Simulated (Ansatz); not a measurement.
Nudged elastic band of TiNH4ClOF2 (part 2 of 2)

The same run, continued: TiNH4ClOF2; RKS B3LYP-D4/def2-SVP (Ansatz 0.2.0). The run did not end well. One setting was made poor on purpose. It belongs to a series of runs on one base structure; here: band between the two ends.

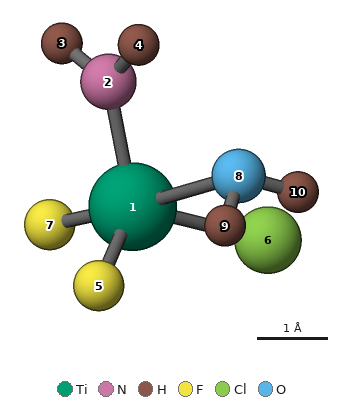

*The input geometry (ball-and-stick view, seen at a tilt; atoms are numbered from 1 in the order of the input). Sticks mark near contacts.*

### The last band as extended XYZ (Å, eV, eV/Å)
```
10
Properties=species:S:1:pos:R:3:forces:R:3 image=0 energy=-44668.49116
Ti    0.0021    0.0905    0.3492   -0.0020   0.0002  -0.0046
N    -0.2110   -0.4024    2.1181    0.0067   0.0024   0.0004
H    -0.7536   -1.2081    2.4231    0.0021  -0.0005  -0.0001
H     0.2393    0.0879    2.8873   -0.0035  -0.0023  -0.0016
F     1.6413   -0.0437   -0.3222   -0.0036  -0.0040   0.0021
Cl   -1.2283    1.8634   -0.3551    0.0034   0.0000   0.0004
F    -0.8421   -1.2520   -0.3667    0.0000   0.0011   0.0011
O     1.1697    1.8149    1.4118    0.0053   0.0073  -0.0059
H     2.0168    1.8112    0.9380   -0.0048  -0.0041   0.0054
H     0.6972    2.6066    1.1050   -0.0037  -0.0001   0.0026
10
Properties=species:S:1:pos:R:3:forces:R:3 image=1 energy=-44668.28975
Ti    0.0017    0.0725    0.2382    0.0108  -0.0513   0.0203
N    -0.2033   -0.2664    2.0582   -0.0589  -0.0909   0.0100
H    -0.8622   -0.9374    2.4424   -0.0498  -0.1440  -0.0132
H     0.4724    0.0418    2.7500   -0.0352   0.0577   0.0667
F     1.6123   -0.1223   -0.4570    0.0324  -0.0155   0.0090
Cl   -1.3164    1.7029   -0.5791    0.0037   0.0580   0.0465
F    -0.8518   -1.3364   -0.3322   -0.0144  -0.0215  -0.0362
O     1.1474    1.7714    1.2211   -0.0361  -0.1596  -0.0031
H     2.0882    1.9799    1.1799   -0.0222   0.1753  -0.0647
H     0.6432    2.4622    1.6671    0.1697   0.1917  -0.0352
10
Properties=species:S:1:pos:R:3:forces:R:3 image=2 energy=-44668.13513
Ti    0.0214    0.1790    0.1948   -0.0422  -0.0830  -0.0290
N    -0.1480   -0.0384    2.0850   -0.1153  -0.0852   0.1019
H    -0.9241   -0.5903    2.4558    0.0638  -0.0325  -0.0757
H     0.6708   -0.1842    2.6779   -0.0366  -0.0161   0.0206
F     1.6114   -0.0476   -0.5153    0.0070   0.0277   0.0617
Cl   -1.3640    1.6503   -0.7323   -0.0351  -0.0087   0.0206
F    -0.7674   -1.3116   -0.2498   -0.0573  -0.0768  -0.0859
O     1.0497    1.9972    1.1006    0.2562   0.0909  -0.1963
H     2.0077    1.8862    1.2341   -0.3107   0.0393   0.1151
H     0.5737    1.8276    1.9378    0.2704   0.1445   0.0670
10
Properties=species:S:1:pos:R:3:forces:R:3 image=3 energy=-44667.79779
Ti    0.1084    0.3546    0.1208    0.2043   0.1610  -0.1212
N    -0.0513    0.0998    2.1586   -0.5105   0.1426   0.6700
H    -0.9534   -0.2497    2.5224    0.2842   0.3576  -0.1711
H     0.6583   -0.5097    2.5667    0.1821  -0.1061  -0.0850
F     1.6622    0.0390   -0.6010    0.0260  -0.0073  -0.2131
Cl   -1.3684    1.6597   -0.8579   -0.0281  -0.0102  -0.0994
F    -0.6376   -1.2210   -0.1354    0.0943   0.1021   0.1395
O     0.9608    1.9311    1.1484   -0.1077  -0.0947   0.1045
H     1.9255    1.9937    1.1634    0.0405   0.0815  -0.0802
H     0.4269    1.2709    2.1025   -0.1851  -0.6265  -0.1441
10
Properties=species:S:1:pos:R:3:forces:R:3 image=4 energy=-44668.56761
Ti    0.2224    0.4971    0.0513    0.0341   0.0589   0.0105
N    -0.0735    0.0948    2.2009   -0.0051   0.1364   0.0405
H    -0.9473   -0.3286    2.5108   -0.0778  -0.0433  -0.0174
H     0.7059   -0.4152    2.6209   -0.0303  -0.0752  -0.0385
F     1.6668    0.0082   -0.8095   -0.0736   0.0331  -0.1645
Cl   -1.3634    1.7037   -0.9175    0.0193  -0.0383  -0.1130
F    -0.5595   -1.1089   -0.0469    0.0901   0.0081   0.1112
O     1.0670    1.8958    0.9212    0.0751  -0.0324  -0.0956
H     1.9903    1.9422    1.1914    0.1506   0.0847  -0.0804
H     0.0227    1.0793    2.4659   -0.1824  -0.1320   0.3472
10
Properties=species:S:1:pos:R:3:forces:R:3 image=5 energy=-44668.69589
Ti    0.2493    0.5210   -0.0044    0.0279  -0.0193   0.0314
N    -0.0900    0.1905    2.2751    0.0142  -0.0426  -0.0295
H    -0.8612   -0.4521    2.4730    0.0189   0.0137  -0.1051
H     0.7553   -0.2290    2.6736   -0.0750   0.0010  -0.0337
F     1.4983   -0.1099   -1.0526   -0.0021  -0.0298   0.0007
Cl   -1.1898    1.6881   -1.2147   -0.0539  -0.0065   0.0972
F    -0.5903   -1.0534    0.1338    0.0022  -0.0404   0.0194
O     1.2518    1.8252    0.7394    0.0520  -0.0018  -0.0383
H     1.9524    1.9211    1.3911    0.0500   0.0661   0.0328
H    -0.2445    1.0667    2.7741   -0.0342   0.0596   0.0251
10
Properties=species:S:1:pos:R:3:forces:R:3 image=6 energy=-44668.52285
Ti    0.3068    0.5137   -0.2427    0.0333  -0.0056   0.0496
N     0.0048    0.2163    2.4817   -0.0316   0.0180  -0.0527
H    -0.7784   -0.4264    2.6165    0.0102  -0.0252  -0.1181
H     0.7526   -0.1172    3.0979   -0.0361   0.0033  -0.1080
F     1.4733   -0.1620   -1.3450   -0.0221  -0.0582   0.0157
Cl   -1.0637    1.7253   -1.4816   -0.0355   0.0044   0.0927
F    -0.6462   -0.9298    0.1170    0.0164  -0.0218   0.0764
O     1.3099    1.7350    0.5966    0.1016  -0.0054  -0.0444
H     1.6621    1.6935    1.4910    0.0140   0.0871   0.0173
H    -0.2898    1.1199    2.8571   -0.0502   0.0033   0.0713
10
Properties=species:S:1:pos:R:3:forces:R:3 image=7 energy=-44668.74166
Ti    0.3659    0.5256   -0.5130    0.0591   0.0125  -0.1855
N     0.1166    0.3395    2.7009    0.0842   0.1045   0.1362
H    -0.6522   -0.3173    2.5456    0.1626   0.0516  -0.1657
H     0.6959   -0.0515    3.4421   -0.0356   0.0068   0.1818
F     1.5219   -0.2560   -1.5512    0.0271  -0.0514  -0.1746
Cl   -1.0242    1.7643   -1.6901   -0.0212   0.0546  -0.0677
F    -0.5924   -0.7630    0.2007    0.0796   0.1000   0.0572
O     1.3099    1.5907    0.5253    0.0183  -0.1096  -0.0448
H     1.2917    1.3366    1.4740   -0.2932  -0.1612   0.0090
H    -0.3016    1.1996    3.0543   -0.0809  -0.0078   0.2541
10
Properties=species:S:1:pos:R:3:forces:R:3 image=8 energy=-44669.13038
Ti    0.4024    0.4606   -0.7213    0.0130   0.0126   0.0110
N     0.1788    0.5514    2.8740    0.0036  -0.0031   0.0061
H    -0.4302   -0.1802    2.4981   -0.0018   0.0031   0.0002
H     0.7973    0.1147    3.5593   -0.0040   0.0058  -0.0043
F     1.5807   -0.3443   -1.7372   -0.0082   0.0075   0.0064
Cl   -0.8593    1.8650   -1.8875    0.0058  -0.0045   0.0023
F    -0.6214   -0.7123    0.1089   -0.0004  -0.0024   0.0022
O     1.1982    1.2810    0.5724   -0.0113  -0.0125  -0.0166
H     0.8968    1.1147    1.5480    0.0009  -0.0010  -0.0023
H    -0.4119    1.2177    3.3740    0.0025  -0.0055  -0.0049
```

This output came from the following input.

### The input
```yaml
crystal:
  periodic: [false, false, false]
  atoms:
    - { symbol: Ti, position_ang: [0.002065, 0.090517, 0.349177] }
    - { symbol: "N", position_ang: [-0.210997, -0.402417, 2.118101] }
    - { symbol: H, position_ang: [-0.75361, -1.208133, 2.423138] }
    - { symbol: H, position_ang: [0.239308, 0.087911, 2.887259] }
    - { symbol: F, position_ang: [1.641348, -0.043694, -0.322217] }
    - { symbol: Cl, position_ang: [-1.228268, 1.863358, -0.355085] }
    - { symbol: F, position_ang: [-0.842086, -1.251963, -0.366688] }
    - { symbol: O, position_ang: [1.169698, 1.814922, 1.411756] }
    - { symbol: H, position_ang: [2.016783, 1.811171, 0.938036] }
    - { symbol: H, position_ang: [0.697162, 2.606627, 1.105022] }
basis:
  gaussian: { orbitals: def2-SVP }
hamiltonian:
  xc: b3lyp
  dispersion: d4
neb:
  order_check: false
  images: 7
  f_tol: 0.05
  max_iterations: 42
  max_displacement: 0.5
  optimiser: lbfgs
  final_atoms:
    - { symbol: Ti, position_ang: [0.40235891, 0.46063439, -0.72130461] }
    - { symbol: "N", position_ang: [0.17878084, 0.55135576, 2.87395111] }
    - { symbol: H, position_ang: [-0.43015776, -0.18018249, 2.49806139] }
    - { symbol: H, position_ang: [0.79729148, 0.11466745, 3.55928758] }
    - { symbol: F, position_ang: [1.58071696, -0.34430667, -1.73724231] }
    - { symbol: Cl, position_ang: [-0.85931046, 1.86501544, -1.88748942] }
    - { symbol: F, position_ang: [-0.6214029, -0.71231524, 0.10891004] }
    - { symbol: O, position_ang: [1.19821238, 1.28100964, 0.57237718] }
    - { symbol: H, position_ang: [0.89680461, 1.1146835, 1.54795802] }
    - { symbol: H, position_ang: [-0.41189107, 1.21773722, 3.37399003] }
  initial_path:
    images:
      - { positions_ang: [[0.002065, 0.090517, 0.349177], [-0.210997, -0.402417, 2.118101], [-0.75361, -1.208133, 2.423138], [0.239308, 0.087911, 2.887259], [1.641348, -0.043694, -0.322217], [-1.228268, 1.863358, -0.355085], [-0.842086, -1.251963, -0.366688], [1.169698, 1.814922, 1.411756], [2.016783, 1.811171, 0.938036], [0.697162, 2.606627, 1.105022]] }
      - { positions_ang: [[0.00529537, 0.08624447, 0.25208371], [-0.16148269, -0.32686105, 2.17967063], [-0.78881042, -1.00944454, 2.53308648], [0.39354331, 0.10009044, 2.89619463], [1.66791157, -0.00126768, -0.39823675], [-1.19706284, 1.91089756, -0.44143132], [-0.83931383, -1.28307432, -0.46621142], [1.08417925, 1.85057433, 1.26087027], [1.91575429, 1.79501506, 1.05545409], [0.65138898, 2.24612472, 1.31701867]] }
      - { positions_ang: [[0.00852574, 0.08197195, 0.15499041], [-0.11196838, -0.2513051, 2.24124027], [-0.82401084, -0.81075608, 2.64303497], [0.54777863, 0.11226987, 2.90513026], [1.69447514, 0.04115865, -0.4742565], [-1.16585768, 1.95843713, -0.52777763], [-0.83654165, -1.31418563, -0.56573483], [0.99866049, 1.88622666, 1.10998453], [1.81472559, 1.77885912, 1.17287217], [0.60561596, 1.88562244, 1.52901534]] }
      - { positions_ang: [[0.01175611, 0.07769942, 0.05789712], [-0.06245407, -0.17574915, 2.3028099], [-0.85921126, -0.61206762, 2.75298345], [0.70201394, 0.12444931, 2.91406589], [1.72103871, 0.08358497, -0.55027624], [-1.13465252, 2.00597669, -0.61412395], [-0.83376948, -1.34529695, -0.66525825], [0.91314174, 1.92187899, 0.9590988], [1.71369688, 1.76270318, 1.29029026], [0.55984294, 1.52512016, 1.74101201]] }
      - { positions_ang: [[0.01498648, 0.0734269, -0.03919617], [-0.01293976, -0.1001932, 2.36437954], [-0.89441168, -0.41337917, 2.86293194], [0.85624926, 0.13662874, 2.92300152], [1.74760228, 0.12601129, -0.62629599], [-1.10344736, 2.05351626, -0.70047026], [-0.8309973, -1.37640827, -0.76478166], [0.82762298, 1.95753132, 0.80821307], [1.61266817, 1.74654724, 1.40770834], [0.51406992, 1.16461788, 1.95300869]] }
      - { positions_ang: [[0.11182958, 0.17022877, -0.20972328], [0.03499039, 0.06269404, 2.49177243], [-0.7783482, -0.35508, 2.7717143], [0.84150981, 0.13113842, 3.08207303], [1.70588095, 0.0084318, -0.90403257], [-1.04241313, 2.00639105, -0.99722505], [-0.7785987, -1.21038501, -0.54635873], [0.92027033, 1.7884009, 0.7492541], [1.43370228, 1.5885813, 1.44277076], [0.28257968, 1.17789772, 2.30825402]] }
      - { positions_ang: [[0.20867269, 0.26703064, -0.38025039], [0.08292054, 0.22558128, 2.61916532], [-0.66228472, -0.29678083, 2.68049666], [0.82677037, 0.1256481, 3.24114455], [1.66415962, -0.10914769, -1.18176915], [-0.98137891, 1.95926585, -1.29397984], [-0.7262001, -1.04436175, -0.32793581], [1.01291768, 1.61927048, 0.69029512], [1.25473639, 1.43061537, 1.47783318], [0.05108943, 1.19117755, 2.66349936]] }
      - { positions_ang: [[0.3055158, 0.36383251, -0.5507775], [0.13085069, 0.38846852, 2.74655822], [-0.54622124, -0.23848166, 2.58927902], [0.81203093, 0.12015778, 3.40021606], [1.62243829, -0.22672718, -1.45950573], [-0.92034468, 1.91214065, -1.59073463], [-0.6738015, -0.8783385, -0.10951288], [1.10556503, 1.45014006, 0.63133615], [1.0757705, 1.27264943, 1.5128956], [-0.18040082, 1.20445738, 3.01874469]] }
      - { positions_ang: [[0.40235891, 0.46063439, -0.72130461], [0.17878084, 0.55135576, 2.87395111], [-0.43015776, -0.18018249, 2.49806139], [0.79729148, 0.11466745, 3.55928758], [1.58071696, -0.34430667, -1.73724231], [-0.85931046, 1.86501544, -1.88748942], [-0.6214029, -0.71231524, 0.10891004], [1.19821238, 1.28100964, 0.57237718], [0.89680461, 1.1146835, 1.54795802], [-0.41189107, 1.21773722, 3.37399003]] }
```

Launch command:
```bash
ansatz run input.yaml --threads 4 --pin off --max-ram 5120MiB --backend cpu --events-out ev --progress --plain --runs-dir out
```

### What the run reported

```json
{"quantity": "outcome", "value": "not converged"}
{"quantity": "barrier, forward (band not converged)", "value": "0.693 eV"}
{"quantity": "barrier, backward", "value": "1.333 eV"}
{"quantity": "hardware", "value": "4 threads of Intel Xeon @ 2.50GHz (Skylake/Cascade Lake), 12 GiB of memory available, shared host"}
{"quantity": "wall time", "value": "22 min (CPU time 82 min)"}
{"quantity": "peak memory", "value": "0.41 GiB"}
```

### Diagnosis

The run did not converge: “NEB band did not converge after 42 iterations: max|band force component| = 6.50e-1 eV/Å (threshold 5.0e-2); raise `neb.max_iterations` in a new run, which can start from the last band evaluated (`neb.initial_path`, with `crystal.atoms` and `neb.final_atoms` set to its first and last images), add images, or start from endpoints closer to local minima …” Its last values are not results. A deliberately poor setting: step length.
